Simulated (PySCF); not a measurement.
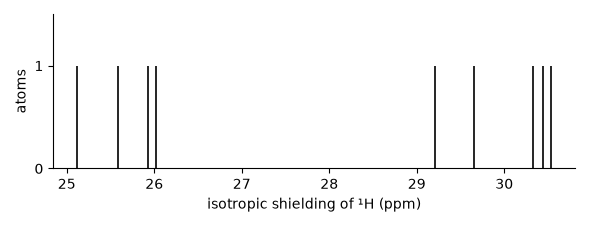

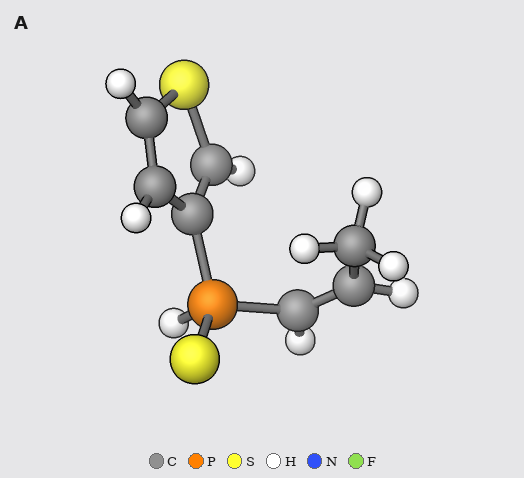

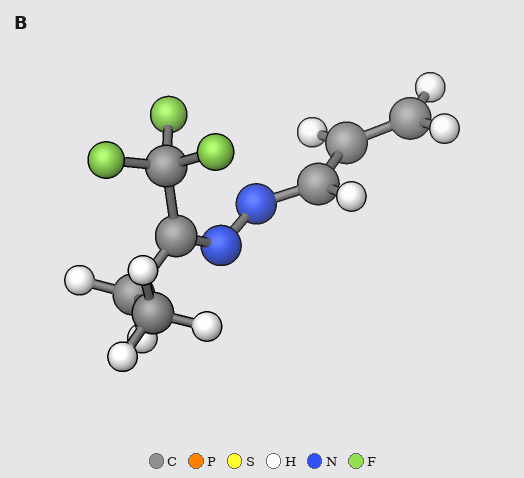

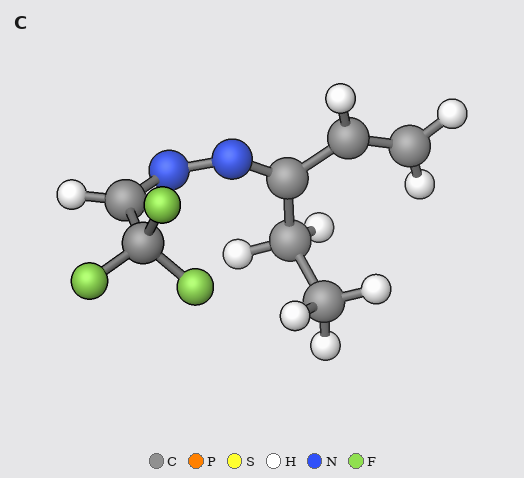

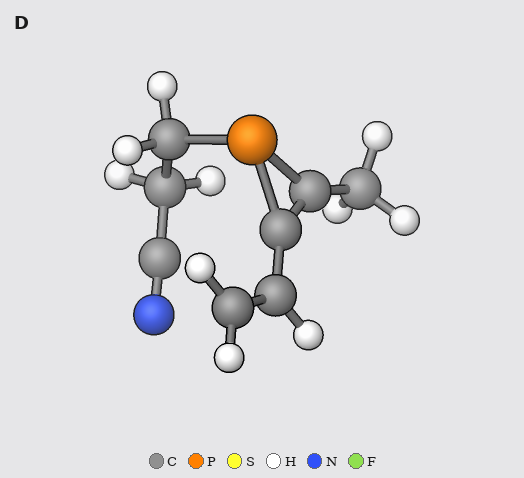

The sticks are computed shieldings of one of the molecules, for one fixed geometry (GFN2-xTB) without averaging over rotations. Low shielding means a high chemical shift. Method: GIAO PBE0/pcSseg-1 NMR shielding, non-relativistic, gas phase (PySCF 2.14.0).

Question: Match the spectrum to a structure.

Answer: C, `C=C/C(CC)=N/N=C\C(F)(F)F`. Its 9 H atoms give lines at 25.12, 25.59, 25.93, 26.02, 29.21, 29.65, 30.33, 30.44, 30.54 ppm.

The geometry is semi-empirical. Around P such bond lengths and angles can be off by a tenth of an ångström or more and by several degrees, and values that hang on the shape move with them.
